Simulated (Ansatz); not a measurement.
# Converging the k-point mesh: Zr4CN3 (R3m, 8 atoms in the cell)

```
Zr4CN3
1.0
    1.62524     0.93833    10.62381
   -1.62524     0.93833    10.62381
    0.00000    -1.87666    10.62381
Zr C N
4 1 3
Cartesian
  0.00000   0.00000  27.91351
  0.00000   0.00000   4.00793
  0.00000   0.00000  11.93913
  0.00000   0.00000  19.93230
  0.00000   0.00000   0.00000
  0.00000   0.00000   7.92037
  0.00000   0.00000  23.95106
  0.00000   0.00000  15.93572
```

Computed with LDA (PW92), default PAW files made with PBE (plane waves; Ansatz, a quantum-chemistry and plane-wave program).

Base settings: basis.ecutwfc = 30.9 Ry; kpoints.mp_grid.grid = 7 7 7; hamiltonian.xc = lda; hamiltonian.pseudopotentials = {kind: paw} (the program's default PAW files); scf.occupations.method = fermi_dirac; scf.occupations.width = 0.0073 Ry.

The second cell is the first with its lattice scaled by 0.98.

Only quantities that move along the ladder and can be compared are tabulated.

The count of work is k-points × plane waves × bands × iterations; it is no time. Core times come from one kind of shared machine, to one figure; runs under 30 s give none.

The starting cell comes from a database of computed structures (which also holds hypothetical and non-ambient phases and stackings), without a prior relaxation at this level. Its lattice was rescaled by up to half a per cent. One atom was moved a little off its site on purpose. In the base run, with a pressure of about -7 GPa the cell is away from its equilibrium volume at this level. Ansatz's pressure includes its estimate of the finite-basis (Pulay) stress.

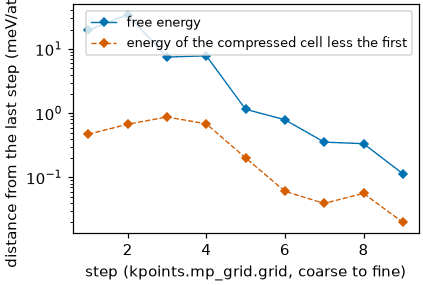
Figure: Distance from the last step along the ladder; very small values are drawn at a floor.

| kpoints.mp_grid.grid | free energy less the last step's (meV/atom) | energy of the compressed cell less the first (meV/atom) | pressure (GPa) | largest difference of a force vector from the last step's (eV/Å) | count of work / last | core time / last (rough) |
|---|---|---|---|---|---|---|
| 2 2 2 | 19.73 | 5.63 | -6.81 | 1.691 | 0.0067 | – |
| 3 3 3 | -34.41 | 4.48 | -7.09 | 0.613 | 0.010 | – |
| 4 4 4 | 7.51 | 6.03 | -6.64 | 0.089 | 0.019 | – |
| 6 6 6 | -7.86 | 4.47 | -7.01 | 0.049 | 0.048 | – |
| 7 7 7 | -1.15 | 4.96 | -6.89 | 0.076 | 0.066 | – |
| 9 9 9 | -0.79 | 5.10 | -6.87 | 0.031 | 0.13 | – |
| 11 11 11 | 0.36 | 5.20 | -6.84 | 0.016 | 0.22 | 0.2 |
| 14 14 14 | -0.34 | 5.10 | -6.86 | 0.013 | 0.43 | 0.4 |
| 15 15 15 | 0.11 | 5.17 | -6.85 | 0.002 | 0.51 | 0.5 |
| 19 19 19 | 0.00 | 5.16 | -6.85 | 0.000 | 1.0 | 1 |

Coarsest kpoints.mp_grid.grid that holds the forces within 0.005 eV/Å of the last step, with all finer ones: 15 15 15; the step before is off by 0.013 eV/Å.

Coarsest kpoints.mp_grid.grid that holds the free energy within 5 meV/atom of the last step, with all finer ones: 7 7 7, at 0.066 of the last step's count of work; the step before is off by 7.9 meV/atom.

Coarsest kpoints.mp_grid.grid that holds the pressure within 0.05 GPa of the last step, with all finer ones: 7 7 7, at 0.066 of the last step's count of work; the step before is off by 0.16 GPa.

The energy difference between the two cells stays within 1 meV/atom of the last step's from 2 2 2 on, the total only from 9 9 9 on: much of the error is common to both cells and cancels.

Keys are those of Ansatz 0.2.
